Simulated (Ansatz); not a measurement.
# Cl2F4Mo···HBr: what the fields show

```xyz
9

Mo   -0.1675   -0.0530   -0.0549
Cl   -0.1826   -0.0271    2.2554
F     1.6722   -0.0423   -0.1456
Cl   -0.3692    2.2092   -0.2067
F    -2.0105   -0.2537   -0.0697
F    -0.0654   -1.9107    0.0009
F    -0.1879   -0.1710   -1.9079
Br    2.4107    2.1860    1.4358
H     1.7693    1.5915    2.6590
```

Core potentials replace the inner electrons of Mo; not at a stationary point (largest force 1.6 eV/Å).

All numbers below come from RKS PBE/def2-SVP in Ansatz.

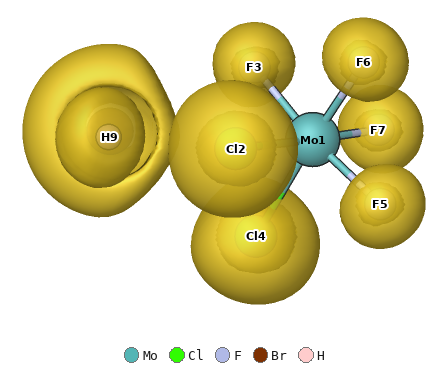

Figure 1. Isosurface of the ELF at 0.75 (yellow), seen from one side. Core shells and regions of very low density are left out.

Q: Describe the localisation domains.

A: The surface consists of one region around a hydrogen nucleus, one ring or bowl of non-bonding electrons around Br, two regions wrapped around Cl (the valence shell of each) and four regions wrapped around F (the valence shell of each). Profiles from the grid: Cl2···H9 (2.57 Å): the ELF dips to about 0.05 between them. Mo–F (1.84 Å): the ELF peaks at about 0.80 in the valence shell of F, 0.5 Å from its nucleus, and drops to about 0.25 between the two atoms.

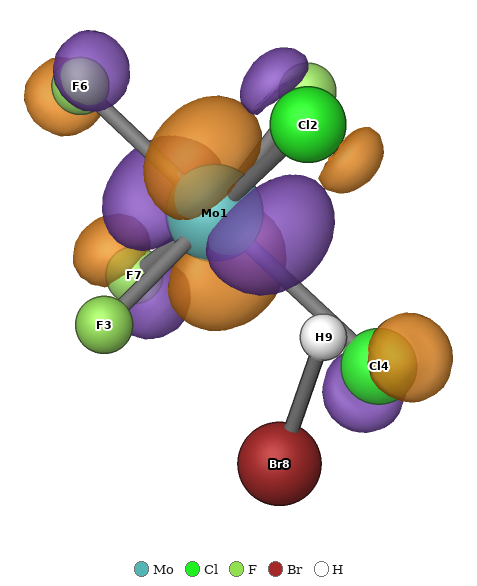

Figure 2. One frontier orbital at ±0.2 Å⁻³ᐟ² (orange and purple are the two phases), seen at an oblique angle.

Q: Which orbital is it: HOMO or LUMO?

A: The LUMO, at −6.23 eV. It lies mainly on Mo1 (about 60 %), Cl4 (about 10 %), Cl2 (about 10 %), F7 (about 10 %) and F6 (about 10 %).

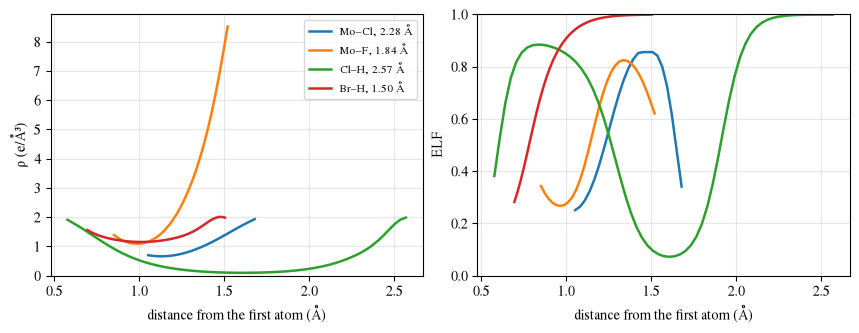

Figure 3. Electron density and electron localisation function along straight lines between neighbouring atoms. The curves leave out the atomic cores.

Q: Compare the contacts.

A: Mo–Cl (2.28 Å): ρ at the midpoint is about 0.66 e/Å³; the ELF peaks at about 0.85 in the valence shell of Cl, 0.8 Å from its nucleus, and is about 0.30 at the midpoint.
Mo–F (1.84 Å): ρ at the midpoint is about 1.2 e/Å³; the ELF peaks at about 0.80 in the valence shell of F, 0.5 Å from its nucleus, and drops to about 0.25 between the two atoms.
Cl2···H9 (2.57 Å): the density falls to about 0.1 e/Å³ on the way; the ELF dips to about 0.05 between them.
Br–H (1.50 Å): the density is about 1.4 e/Å³ at the midpoint; the ELF climbs to about 1 towards the hydrogen, as it does in any bond to H.
